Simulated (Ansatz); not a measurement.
# AgGeF3 (model cell, started as cubic perovskite with Ge in the octahedra): following an unstable mode, part 2 of 4

Which phase does AgGeF3 (model cell, started as cubic perovskite with Ge in the octahedra) fall into along its unstable mode, and how much energy does it gain?

Ansatz 0.2.0; DFT PBEsol, scalar-relativistic, plane waves, PAW; PAW set soft_1.

So far, highest frequency on the path or at a solved wavevector (cm⁻¹): step 2 (the dispersion) 344. Also lowest frequency on the path (cm⁻¹): step 2 -190.

The structure was built from a prototype and need not be the compound's stable phase.

**4. The mode frozen in, largest atomic shift 0.22 Å**

The atoms are moved along the unstable eigenvector, the largest shift by 0.22 Å, with the cell fixed.

The input, input.yaml:

```yaml
crystal:
  lattice:
    - [4.2639971677, 0.0, 0.0]
    - [0.0, 4.2639971677, 0.0]
    - [0.0, 0.0, 8.5279943354]
  atoms:
    - { symbol: Ag, position: [0.0, 0.0, 0.0] }
    - { symbol: Ag, position: [0.0, 0.0, 0.5] }
    - { symbol: Ge, position: [0.5041591388, 0.4958408612, 0.25] }
    - { symbol: Ge, position: [0.4958408612, 0.5041591388, 0.75] }
    - { symbol: F, position: [0.5, 0.5, 0.0] }
    - { symbol: F, position: [0.5, 0.5, 0.5] }
    - { symbol: F, position: [0.5170952532, 0.0486803219, 0.25] }
    - { symbol: F, position: [0.4829047468, -0.0486803219, 0.75] }
    - { symbol: F, position: [-0.0486803219, 0.4829047468, 0.25] }
    - { symbol: F, position: [0.0486803219, 0.5170952532, 0.75] }
kpoints:
  mp_grid: { grid: [8, 8, 4] }
hamiltonian:
  xc: pbesol
  pseudopotentials: { kind: paw, azcp: { folder: soft_1 }, xc_functional: pbe }
scf:
  occupations: { method: methfessel_paxton, width: 0.2 }
output:
  forces: true
  stress: true
  eigenvalues: true
```

Run with:

```bash
$ ansatz run input.yaml --threads 4 --pin off --max-ram 16384MiB --backend cpu --events-out ev --progress --plain --runs-dir out
```

Numbers of over 12 decimals in the logs are rounded to 6 here.

The log of the run:

```text
[...]
Crystal: 10 atoms, lattice volume = 155.053 Å³
Basis set: ecut = 420 eV, 3013 PW (Γ), exchange–correlation on 60×60×120 points (8 copies of the dense FFT grid, shifted against one another)
Bands: 65, of which v1, the nominal top of the filled ones, is band 54 counted from 1 (53 counted from 0)
Symmetry: 8 space group operations
[...]
k-points: 63 of 256
[...]
k-point 0: bands = [... 50 lower, 3.7929, 3.8939, 3.9115, 5.7189, 6.9766, 8.0194, 11.5207, 12.5122, ... 7 higher]
  k-point 1: bands = [... 50 lower, 3.7510, 3.8529, 3.8680, 5.2606, 7.1338, 7.9158, 11.5828, 13.1967, ... 7 higher]
  k-point 2: bands = [... 50 lower, 3.7558, 3.7558, 4.3088, 4.3088, 7.5303, 7.5303, 12.2581, 12.2581, ... 7 higher]
  k-point 62: bands = [... 50 lower, 3.7592, 3.7592, 7.3435, 7.3435, 8.6342, 8.6342, 10.5242, 10.5242, ... 7 higher]
[key lines of the parts left out:]
SCF converged after 9 iterations
Free energy (F): -28351.339535 eV
Fermi energy:    7.448182 eV
P = ⅓ Tr σ = 1.8714 GPa (18.714 kbar)
```

It took 9.1 s on 4 threads of Arm Neoverse V2, shared host; peak memory 0.77 GiB.

This step gave:

* pressure: 1.871 GPa
* energy from the undistorted cell: -9.359 meV/atom

The energy, extrapolated to zero smearing, is -9.36 meV/atom against the undistorted cell.

The run ends at a pressure of 1.87 GPa, with forces up to 0.47 eV/Å.

**5. Energy along the mode, all amplitudes (two of the runs are shown above)**

An imaginary frequency means negative curvature, so the energy should fall and then rise again as anharmonic terms take over.

Numbers from this step:

```
depth at the lowest point sampled  : 9.359 meV/atom
largest atomic shift at that point : 0.22 Å
```

Table of energy from the parent by largest atomic shift:

| largest atomic shift (Å) | energy from the parent (meV/atom) |
| --- | --- |
| 0.000 | 0 |
| 0.040 | -0.773 |
| 0.080 | -2.90 |
| 0.140 | -7.24 |
| 0.220 | -9.36 |
| 0.320 | 14.0 |

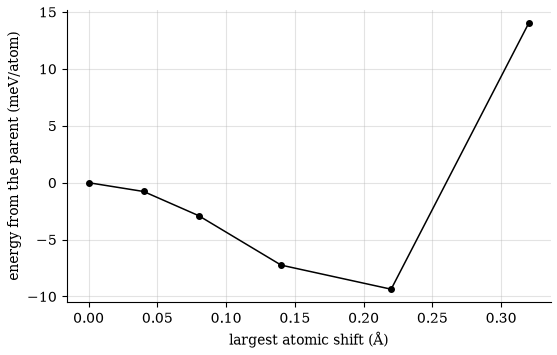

Energy from the parent against largest atomic shift.

Displacement at unit largest shift by atom:

| atom | x (Å) | y (Å) | z (Å) | size |
| --- | --- | --- | --- | --- |
| Ag1 | 0.00 | 0.00 | 0.00 | 0.00 |
| Ag2 | 0.00 | 0.00 | 0.00 | 0.00 |
| Ge3 | 0.08 | -0.08 | 0.00 | 0.11 |
| Ge4 | -0.08 | 0.08 | 0.00 | 0.11 |
| F5 | 0.00 | 0.00 | 0.00 | 0.00 |
| F6 | 0.00 | 0.00 | 0.00 | 0.00 |
| F7 | 0.33 | 0.94 | 0.00 | 1.00 |
| F8 | -0.33 | -0.94 | 0.00 | 1.00 |
| F9 | -0.94 | -0.33 | 0.00 | 1.00 |
| F10 | 0.94 | 0.33 | 0.00 | 1.00 |

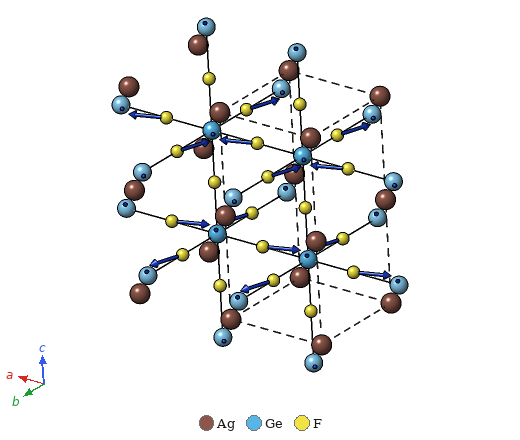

Displacement at unit largest shift as arrows, the longest 1.00 Å. 2×1×1 cells are drawn. Some periodic images of atoms are drawn too.

The lowest of the steps tried is at 0.22 Å, 9.36 meV/atom below the parent; the bottom of the well need not coincide with a step.

**6. Relaxing from the distorted cell**

Starting from the lowest point found, all atoms and the cell are let go, so that strain and other modes of the same symmetry can join in.

input.yaml, as its differences from that of step 4:

```diff
@@ -27 +27,6 @@
   eigenvalues: true
+relax:
+  adjacent_minimum: "off"
+  f_tol: 0.002
+  max_steps: 120
+  cell: { stress_tol: 0.03 }
```

The log of the run:

```text
[...]
Crystal: 10 atoms, lattice volume = 155.053 Å³
Basis set: ecut = 420 eV, 3013 PW (Γ), exchange–correlation on 60×60×120 points (8 copies of the dense FFT grid, shifted against one another)
Bands: 65, of which v1, the nominal top of the filled ones, is band 54 counted from 1 (53 counted from 0)
Symmetry: 8 space group operations
[...]
k-points: 63 of 256
[...]
SCF iter   1: F=—  HF=-28368.043575 eV  |F-HF|=—  |Δ(HF+E_count)|=         —  Δρ=2.11e-1  dr2=6.67e1  ethr=3.10e-3  ⟨swp⟩=5.8  Hψ=13955  notcnv=0  defer=4
[...]
SCF iter   9: F=-28351.339535 eV  HF=-28351.339535 eV  |F-HF|=1.04e-7  |Δ(HF+E_count)|=   2.49e-6  S|Δr|=    0.00e0  Δρ=6.65e-6  dr2=3.94e-8  ethr=9.26e-11  ⟨swp⟩=10.0  Hψ=22756  notcnv=0
SCF 1 converged in 9 iterations: F = -28351.339535 eV  dr2 = 3.94e-8
[...]
relax step   1: F+E_penalty+E_count = -28351.33953543 eV  Δ(F+E_penalty+E_count) = +0.000e0 eV  max|allowed force component| = 3.325e-1 eV/Å  Δτ_max = 0.0000 Å  P = +1.871 GPa  Ω = 155.053 Å³  (9 SCF iters, dr2 threshold 1.00e-7 eV, accepted)
Crystal: 10 atoms, lattice volume = 158.880 Å³
Basis set: ecut = 420 eV, 3109 PW (Γ), exchange–correlation on 60×60×120 points (8 copies of the dense FFT grid, shifted against one another)
[...]
SCF iter   7: F=-28351.451511 eV  HF=-28351.451511 eV  |F-HF|=4.84e-10  |Δ(HF+E_count)|=   7.60e-7  S|Δr|=    0.00e0  Δρ=6.67e-6  dr2=3.62e-8  ethr=9.26e-10  ⟨swp⟩=8.9  Hψ=16746  notcnv=0
SCF 2 converged in 7 iterations: F = -28351.451511 eV  dr2 = 3.62e-8
relax step   2: F+E_penalty+E_count = -28351.45151074 eV  Δ(F+E_penalty+E_count) = -1.120e-1 eV  max|allowed force component| = 1.746e-1 eV/Å  Δτ_max = 0.0722 Å  P = +0.077 GPa  Ω = 158.880 Å³  energy of the carried Pulay correction = -7.486e-3 eV  (7 SCF iters, dr2 threshold 1.00e-6 eV, accepted)
Crystal: 10 atoms, lattice volume = 162.110 Å³
Basis set: ecut = 420 eV, 3159 PW (Γ), exchange–correlation on 60×60×120 points (8 copies of the dense FFT grid, shifted against one another)
[...]
SCF iter  10: F=-28351.663237 eV  HF=-28351.663237 eV  |F-HF|=2.33e-8  |Δ(HF+E_count)|=   3.46e-7  S|Δr|=    0.00e0  Δρ=7.39e-6  dr2=1.77e-7  ethr=9.26e-10  ⟨swp⟩=5.3  Hψ=15654  notcnv=0
SCF 3 converged in 10 iterations: F = -28351.663237 eV  dr2 = 1.77e-7
relax step   3: F+E_penalty+E_count = -28351.66323686 eV  Δ(F+E_penalty+E_count) = -2.117e-1 eV  max|allowed force component| = 2.871e-1 eV/Å  Δτ_max = 0.1096 Å  P = -2.112 GPa  Ω = 162.110 Å³  energy of the carried Pulay correction = -1.366e-2 eV  (10 SCF iters, dr2 threshold 1.00e-6 eV, accepted)
[... from here on, the SCF cycles and remarks between the steps are left out ...]
relax step   4: F+E_penalty+E_count = -28351.93567075 eV  Δ(F+E_penalty+E_count) = -2.724e-1 eV  max|allowed force component| = 3.872e-1 eV/Å  Δτ_max = 0.1216 Å  P = -4.450 GPa  Ω = 162.870 Å³  energy of the carried Pulay correction = -1.510e-2 eV  (8 SCF iters, dr2 threshold 1.00e-6 eV, accepted)
relax step   5: F+E_penalty+E_count = -28352.29715001 eV  Δ(F+E_penalty+E_count) = -3.615e-1 eV  max|allowed force component| = 3.577e-1 eV/Å  Δτ_max = 0.0871 Å  P = -4.357 GPa  Ω = 156.881 Å³  energy of the carried Pulay correction = -3.597e-3 eV  (8 SCF iters, dr2 threshold 1.00e-6 eV, accepted)
relax step   6: F+E_penalty+E_count = -28352.59767135 eV  Δ(F+E_penalty+E_count) = -3.005e-1 eV  max|allowed force component| = 8.845e-2 eV/Å  Δτ_max = 0.0474 Å  P = -0.777 GPa  Ω = 146.848 Å³  energy of the carried Pulay correction = +1.669e-2 eV  (8 SCF iters, dr2 threshold 1.00e-6 eV, accepted)
relax step   7: F+E_penalty+E_count = -28352.60149629 eV  Δ(F+E_penalty+E_count) = -3.825e-3 eV  max|allowed force component| = 2.474e-1 eV/Å  Δτ_max = 0.0852 Å  P = +0.935 GPa  Ω = 142.048 Å³  energy of the carried Pulay correction = +2.688e-2 eV  (8 SCF iters, dr2 threshold 1.00e-6 eV, rejected (line search))
relax step   8: F+E_penalty+E_count = -28352.64554417 eV  Δ(F+E_penalty+E_count) = -4.787e-2 eV  max|allowed force component| = 1.170e-1 eV/Å  Δτ_max = 0.0401 Å  P = -0.361 GPa  Ω = 143.825 Å³  energy of the carried Pulay correction = +2.307e-2 eV  (12 SCF iters, accepted)
relax step   9: F+E_penalty+E_count = -28352.65270506 eV  Δ(F+E_penalty+E_count) = -7.161e-3 eV  max|allowed force component| = 7.651e-3 eV/Å  Δτ_max = 0.0131 Å  P = -0.029 GPa  Ω = 143.713 Å³  energy of the carried Pulay correction = +2.331e-2 eV  (5 SCF iters, dr2 threshold 1.00e-6 eV, accepted)
relax step  10: F+E_penalty+E_count = -28352.65339009 eV  Δ(F+E_penalty+E_count) = -6.850e-4 eV  max|allowed force component| = 4.228e-3 eV/Å  Δτ_max = 0.0065 Å  P = +0.039 GPa  Ω = 143.525 Å³  energy of the carried Pulay correction = +2.371e-2 eV  (6 SCF iters, dr2 threshold 3.99e-8 eV, accepted)
relax step  11: F+E_penalty+E_count = -28352.65301626 eV  Δ(F+E_penalty+E_count) = +3.738e-4 eV  max|allowed force component| = 9.772e-3 eV/Å  Δτ_max = 0.0050 Å  P = -0.061 GPa  Ω = 143.684 Å³  energy of the carried Pulay correction = +2.337e-2 eV  (7 SCF iters, dr2 threshold 7.25e-9 eV, rejected (line search))
relax step  12: F+E_penalty+E_count = -28352.65326193 eV  Δ(F+E_penalty+E_count) = +1.282e-4 eV  max|allowed force component| = 1.294e-3 eV/Å  Δτ_max = 0.0024 Å  P = -0.004 GPa  Ω = 143.599 Å³  energy of the carried Pulay correction = +2.355e-2 eV  (9 SCF iters, accepted)
relax step  13: F+E_penalty+E_count = -28352.86083949 eV  Δ(F+E_penalty+E_count) = -2.076e-1 eV  max|allowed force component| = 5.871e-3 eV/Å  Δτ_max = 0.0000 Å  P = +1.768 GPa  Ω = 143.599 Å³  stress off target by 4.84e0 GPa  SCF on the basis re-selected at this cell (its energy is not comparable with the rows above)  (10 SCF iters)
relax step  14: F+E_penalty+E_count = -28352.93424720 eV  Δ(F+E_penalty+E_count) = -7.341e-2 eV  max|allowed force component| = 4.104e-2 eV/Å  Δτ_max = 0.0307 Å  P = +1.423 GPa  Ω = 145.692 Å³  energy of the carried Pulay correction = -4.755e-3 eV  (6 SCF iters, dr2 threshold 1.00e-6 eV, accepted)
relax step  15: F+E_penalty+E_count = -28352.99492678 eV  Δ(F+E_penalty+E_count) = -6.068e-2 eV  max|allowed force component| = 9.300e-2 eV/Å  Δτ_max = 0.0243 Å  P = +0.765 GPa  Ω = 149.394 Å³  energy of the carried Pulay correction = -1.293e-2 eV  (6 SCF iters, dr2 threshold 1.00e-6 eV, accepted)
relax step  16: F+E_penalty+E_count = -28353.00861687 eV  Δ(F+E_penalty+E_count) = -1.369e-2 eV  max|allowed force component| = 8.423e-2 eV/Å  Δτ_max = 0.0234 Å  P = +0.290 GPa  Ω = 152.082 Å³  energy of the carried Pulay correction = -1.879e-2 eV  (6 SCF iters, dr2 threshold 1.00e-6 eV, accepted)
relax step  17: F+E_penalty+E_count = -28353.00553003 eV  Δ(F+E_penalty+E_count) = +3.087e-3 eV  max|allowed force component| = 1.706e-1 eV/Å  Δτ_max = 0.0246 Å  P = -0.360 GPa  Ω = 152.190 Å³  energy of the carried Pulay correction = -1.904e-2 eV  (6 SCF iters, dr2 threshold 4.43e-7 eV, rejected (line search))
relax step  18: F+E_penalty+E_count = -28353.00906693 eV  Δ(F+E_penalty+E_count) = -4.501e-4 eV  max|allowed force component| = 6.957e-3 eV/Å  Δτ_max = 0.0064 Å  P = +0.006 GPa  Ω = 152.453 Å³  energy of the carried Pulay correction = -1.957e-2 eV  (10 SCF iters, accepted)
relax step  19: F+E_penalty+E_count = -28353.00892990 eV  Δ(F+E_penalty+E_count) = +1.370e-4 eV  max|allowed force component| = 2.421e-3 eV/Å  Δτ_max = 0.0027 Å  P = +0.001 GPa  Ω = 152.544 Å³  energy of the carried Pulay correction = -1.976e-2 eV  (6 SCF iters, dr2 threshold 3.02e-9 eV, accepted)
relax step  20: F+E_penalty+E_count = -28353.00893585 eV  Δ(F+E_penalty+E_count) = -5.954e-6 eV  max|allowed force component| = 1.329e-3 eV/Å  Δτ_max = 0.0028 Å  P = +0.011 GPa  Ω = 152.546 Å³  energy of the carried Pulay correction = -1.976e-2 eV  (8 SCF iters, dr2 threshold 3.66e-10 eV, accepted)
relax step  21: F+E_penalty+E_count = -28353.06419097 eV  Δ(F+E_penalty+E_count) = -5.526e-2 eV  max|allowed force component| = 2.496e-3 eV/Å  Δτ_max = 0.0000 Å  P = +0.588 GPa  Ω = 152.546 Å³  stress off target by 1.29e0 GPa  SCF on the basis re-selected at this cell (its energy is not comparable with the rows above)  (8 SCF iters)
relax step  22: F+E_penalty+E_count = -28353.07485242 eV  Δ(F+E_penalty+E_count) = -1.066e-2 eV  max|allowed force component| = 5.056e-3 eV/Å  Δτ_max = 0.0145 Å  P = +0.328 GPa  Ω = 155.165 Å³  energy of the carried Pulay correction = -6.141e-3 eV  (6 SCF iters, dr2 threshold 1.00e-6 eV, accepted)
relax step  23: F+E_penalty+E_count = -28353.07351398 eV  Δ(F+E_penalty+E_count) = +1.338e-3 eV  max|allowed force component| = 1.633e-2 eV/Å  Δτ_max = 0.0153 Å  P = +0.059 GPa  Ω = 157.988 Å³  energy of the carried Pulay correction = -1.381e-2 eV  (6 SCF iters, dr2 threshold 1.00e-6 eV, accepted)
relax step  24: F+E_penalty+E_count = -28353.07281306 eV  Δ(F+E_penalty+E_count) = +7.009e-4 eV  max|allowed force component| = 8.076e-4 eV/Å  Δτ_max = 0.0018 Å  P = +0.011 GPa  Ω = 158.260 Å³  energy of the carried Pulay correction = -1.462e-2 eV  (6 SCF iters, dr2 threshold 3.14e-8 eV, accepted)
relax step  25: F+E_penalty+E_count = -28353.09190859 eV  Δ(F+E_penalty+E_count) = -1.910e-2 eV  max|allowed force component| = 1.195e-3 eV/Å  Δτ_max = 0.0000 Å  P = +0.081 GPa  Ω = 158.260 Å³  stress off target by 2.83e-1 GPa  SCF on the basis re-selected at this cell (its energy is not comparable with the rows above)  (8 SCF iters)
relax step  26: F+E_penalty+E_count = -28353.09073446 eV  Δ(F+E_penalty+E_count) = +1.174e-3 eV  max|allowed force component| = 1.771e-2 eV/Å  Δτ_max = 0.0091 Å  P = +0.093 GPa  Ω = 159.552 Å³  energy of the carried Pulay correction = -2.838e-3 eV  (6 SCF iters, dr2 threshold 2.00e-7 eV, accepted)
relax step  27: F+E_penalty+E_count = -28353.08936195 eV  Δ(F+E_penalty+E_count) = +1.373e-3 eV  max|allowed force component| = 2.263e-2 eV/Å  Δτ_max = 0.0013 Å  P = -0.088 GPa  Ω = 160.176 Å³  energy of the carried Pulay correction = -4.260e-3 eV  (6 SCF iters, dr2 threshold 5.17e-8 eV, accepted)
relax step  28: F+E_penalty+E_count = -28353.08975135 eV  Δ(F+E_penalty+E_count) = -3.894e-4 eV  max|allowed force component| = 5.976e-4 eV/Å  Δτ_max = 0.0010 Å  P = -0.003 GPa  Ω = 160.044 Å³  energy of the carried Pulay correction = -3.954e-3 eV  (6 SCF iters, dr2 threshold 3.60e-8 eV, accepted)
relax step  29: F+E_penalty+E_count = -28353.09423304 eV  Δ(F+E_penalty+E_count) = -4.482e-3 eV  max|allowed force component| = 6.194e-4 eV/Å  Δτ_max = 0.0000 Å  P = +0.008 GPa  Ω = 160.044 Å³  stress off target by 6.27e-2 GPa  SCF on the basis re-selected at this cell (its energy is not comparable with the rows above)  (7 SCF iters)
relax step  30: F+E_penalty+E_count = -28353.09356538 eV  Δ(F+E_penalty+E_count) = +6.677e-4 eV  max|allowed force component| = 1.219e-3 eV/Å  Δτ_max = 0.0021 Å  P = +0.004 GPa  Ω = 160.409 Å³  energy of the carried Pulay correction = -7.692e-4 eV  (6 SCF iters, dr2 threshold 9.83e-9 eV, accepted)
[...]
SCF iter   6: F=-28353.094356 eV  HF=-28353.094356 eV  |F-HF|=0.00e0  |Δ(HF+E_count)|=  3.71e-10  S|Δr|=    0.00e0  Δρ=1.66e-7  dr2=2.87e-11  ethr=1.00e-12  ⟨swp⟩=4.0  Hψ=13053  notcnv=0
SCF 31 converged in 6 iterations: F = -28353.094356 eV  dr2 = 2.87e-11
relax step  31: F+E_penalty+E_count = -28353.09435635 eV  Δ(F+E_penalty+E_count) = -7.910e-4 eV  max|allowed force component| = 1.263e-3 eV/Å  Δτ_max = 0.0000 Å  P = +0.006 GPa  Ω = 160.409 Å³  stress off target by 1.84e-2 GPa  SCF on the basis re-selected at this cell (its energy is not comparable with the rows above)  (6 SCF iters)
[...]
SCF converged after 6 iterations
[...]
Free energy (F): -28353.094356 eV
[...]
Internal energy: -28353.094356 eV  (E = F + TS)
E sigma→0 (E₀):  -28353.094356 eV
Fermi energy:    6.573607 eV
[...]
--- Forces (eV/Å), atoms counted from 1 ---
  atom   1  Ag    -0.00000000     0.00000000     0.00000000
  atom   2  Ag    -0.00000000     0.00000000     0.00000000
  atom   3  Ge    -0.00126288     0.00126288     0.00000000
  atom   4  Ge     0.00126288    -0.00126288     0.00000000
  atom   5  F     -0.00000000    -0.00000000     0.00000000
  atom   6  F     -0.00000000    -0.00000000     0.00000000
  atom   7  F      0.00021733    -0.00014987     0.00000000
  atom   8  F     -0.00021733     0.00014987     0.00000000
  atom   9  F      0.00014987    -0.00021733     0.00000000
  atom  10  F     -0.00014987     0.00021733     0.00000000
  max |Σ_I F_I| component: 4.34e-30 eV/Å
--- Stress (GPa, compression-positive) ---
        0.007072       0.011326       0.000000
        0.011326       0.007072       0.000000
        0.000000       0.000000       0.004131
  P = ⅓ Tr σ = 0.0061 GPa (0.061 kbar)
--- Band table (eV; the first three rows and the last of 63) ---
  k-point 0: bands = [... 50 lower, 3.5045, 3.5501, 3.7744, 4.1479, 7.4873, 8.5326, 11.2697, 11.5372, ... 7 higher]
  k-point 1: bands = [... 50 lower, 3.5121, 3.5449, 3.8579, 4.1353, 7.7120, 8.4572, 11.3040, 11.4178, ... 7 higher]
  k-point 2: bands = [... 50 lower, 3.5299, 3.5299, 4.0268, 4.0268, 8.1605, 8.1605, 11.1899, 11.1899, ... 7 higher]
  k-point 62: bands = [... 50 lower, 3.4950, 3.4950, 4.6484, 4.6484, 8.7190, 8.7190, 9.4040, 9.4040, ... 7 higher]
--- Relaxed structure (26 steps of the walk, 23 accepted, 5 SCFs on fresh bases) ---
  F+E_penalty+E_count = -28353.09435635 eV   max|allowed force component| = 1.263e-3 eV/Å   (the final SCF, on the basis selected at the relaxed cell)
  cell:  # Å, volume = 160.4088 Å³
    - [4.530098, 1.176562, 0.0]
    - [1.176562, 4.530098, 0.0]
    - [0.0, 0.0, 8.381916]
  atoms:
    - { symbol: Ag, position: [4.964601660183047e-19, 6.305870482588526e-19, 0] }
    - { symbol: Ag, position: [4.964601660183054e-19, 6.305870482588528e-19, 0.5] }
    - { symbol: Ge, position: [0.427106, 0.572894, 0.25] }
    - { symbol: Ge, position: [0.572894, 0.427106, 0.750000] }
    - { symbol: F, position: [0.500000, 0.500000, 0] }
    - { symbol: F, position: [0.500000, 0.500000, 0.5] }
    - { symbol: F, position: [0.545545, 0.139057, 0.25] }
    - { symbol: F, position: [0.454455, -0.139057, 0.750000] }
    - { symbol: F, position: [-0.139057, 0.454455, 0.25] }
    - { symbol: F, position: [0.139057, 0.545545, 0.750000] }
```

The job ended after 4.4 min (4 threads; peak memory 0.79 GiB; 17 min of CPU time).

(Continued in part 3 of 4.)

[Logs are printed without paths, hosts, clocks, repeated set-up lines and the standing remarks that a program may print on its own settings, such as how far it seeks lower states.]

[Hosts, paths, dates, database ids (printed as entryN), source tags and the programs' standing remarks are cut or masked in the printed files.]
